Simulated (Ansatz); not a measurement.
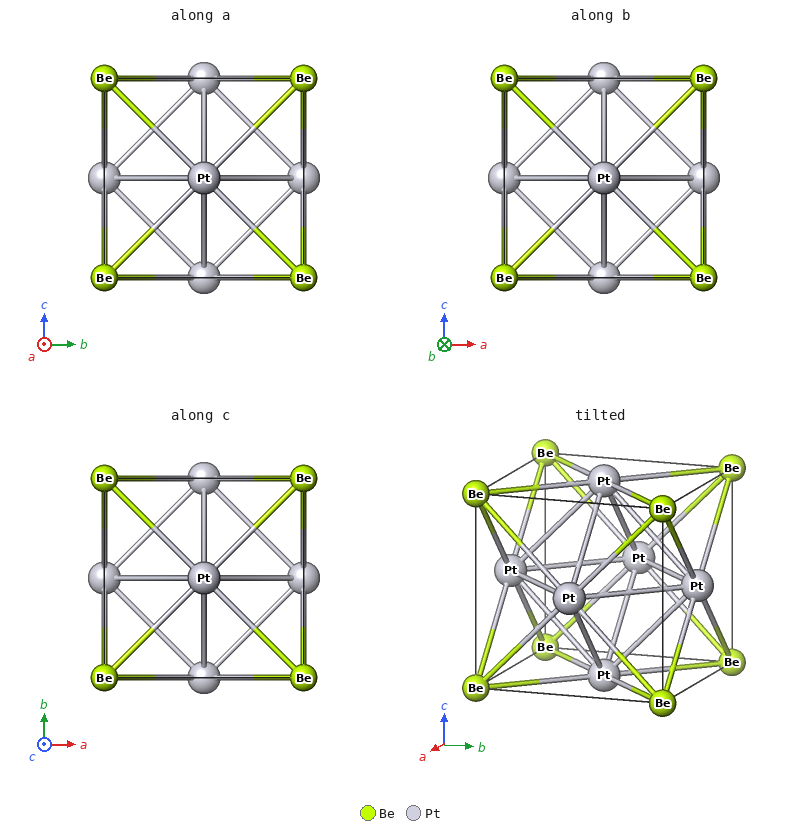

Crystal structure, ball-and-stick style, seen along the a axis, along the b axis, along the c axis and slightly off an axis. The parallelepiped is the conventional unit cell.

Lattice parameters: a = 3.839 Å, b = 3.839 Å, c = 3.839 Å, α = 90.00°, β = 90.00°, γ = 90.00°. Put a along x and b in the xy plane.

**Express the structure as a POSCAR file.**

```
Be Pt
1.0
     3.839    0.000    0.000
     0.000    3.839    0.000
     0.000    0.000    3.839
Be Pt
1 3
Direct
  0.0000 0.0000 0.0000
  0.0000 0.5000 0.5000
  0.5000 0.0000 0.5000
  0.5000 0.5000 0.0000
```

It goes back to a structure type filled with these elements by a generator (whether the compound takes this form wasn't checked). Earlier steps of the study may have refined or changed the cell and positions. Ansatz was used for an electronic-structure calculation on it.
